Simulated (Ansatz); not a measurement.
Ga2AsN

Input file:

```
crystal:
  lattice:
    - [3.4974795564, 0.0, 0.0]
    - [0.0, 3.4974795564, 0.0]
    - [0.0, 0.0, 4.9603018847]
  atoms:
    - { symbol: Ga, position: [0.0, 0.0, 0.5] }
    - { symbol: Ga, position: [0.5, 0.5, 0.0] }
    - { symbol: As, position: [0.5, 0.5, 0.5] }
    - { symbol: "N", position: [0.0, 0.0, 0.0] }
basis:
  ecutwfc: 420
kpoints:
  mp_grid: { grid: [14, 14, 10] }
hamiltonian:
  xc: pbe
scf:
  occupations: { method: gaussian, width: 0.1 }
output:
  forces: true
  stress: true
  eigenvalues: true
  write_density: true
  write_potential: true
  elf: true
  volumetric_format: npy
relax:
  adjacent_minimum: "off"
  f_tol: 0.01
  max_steps: 80
  cell: { stress_tol: 0.05 }
```

Run with:

```sh
ansatz run input.yaml --threads 1 --pin off --max-ram 2560MiB --backend cpu --events-out ev --progress --plain --runs-dir out
```

Below, planes, directions and counts refer to the conventional cell (a = 3.51 Å, b = 3.51 Å, c = 4.92 Å, α = 90.00°, β = 90.00°, γ = 90.00°).

The fields are those of the run's last geometry, not of the input's.

Space group P4/mmm; a structure generated by program, which may or may not match a known phase.

The calculation used DFT PBE, scalar-relativistic, plane waves, PAW (Ansatz 0.2.0).

**What can the converged valence pseudo-density and electron localisation function tell about the bonding?**

Ga–N (2.46 Å): the density is about 0.3 e/Å³ at the midpoint, with its minimum of 0.25 e/Å³ about 1.1 Å from Ga; the ELF peaks at about 0.85 in the valence shell of N, 0.7 Å from its nucleus, and drops to about 0.20 between the two atoms (no shared electron pair shows on this line).
Ga–As (2.46 Å): ρ is about 0.44 e/Å³ halfway; the ELF peaks at about 0.70 between the atoms.

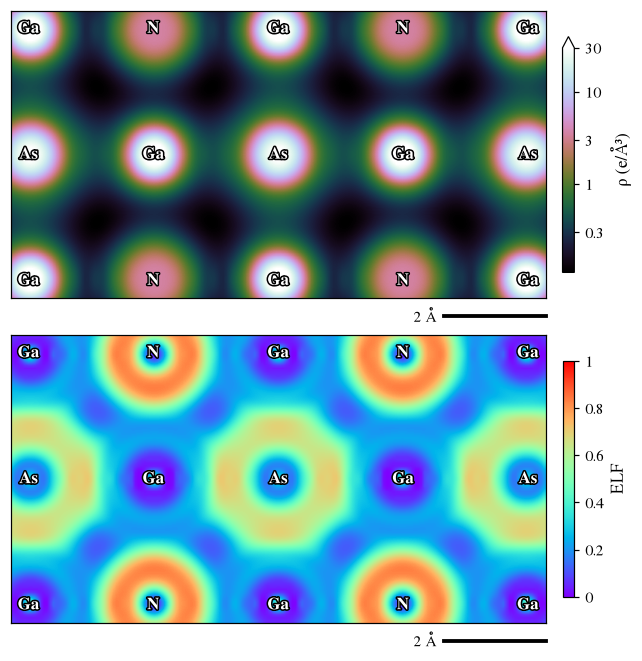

Computed valence pseudo-density and electron localisation function on the (110) plane of the conventional cell, in this order. 
